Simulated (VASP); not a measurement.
Band structure of K₃Sn (space group Fm-3m). Method: PBEsol GGA, VASP's PBE PAW potentials (set 64) (plane waves; VASP).

The run has a spin-polarised start. Unless said otherwise, spin-orbit coupling is left out, though it shifts the bands of the heavy elements here.

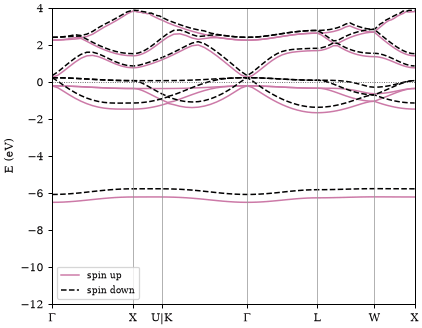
Figure. Bands along high-symmetry lines, zero at the valence-band maximum or, without a gap, the Fermi level

Q: Read the plot: is there a gap, and where are the band edges?

A: It has no gap at this level: it comes out as a metal or semimetal. (Edges off the drawn lines would not show.)

The structure comes from a computed database's K3Sn entry (Fm-3m); how it stands against other phases isn't given here. It was relaxed first, which changed the volume by -5 %.
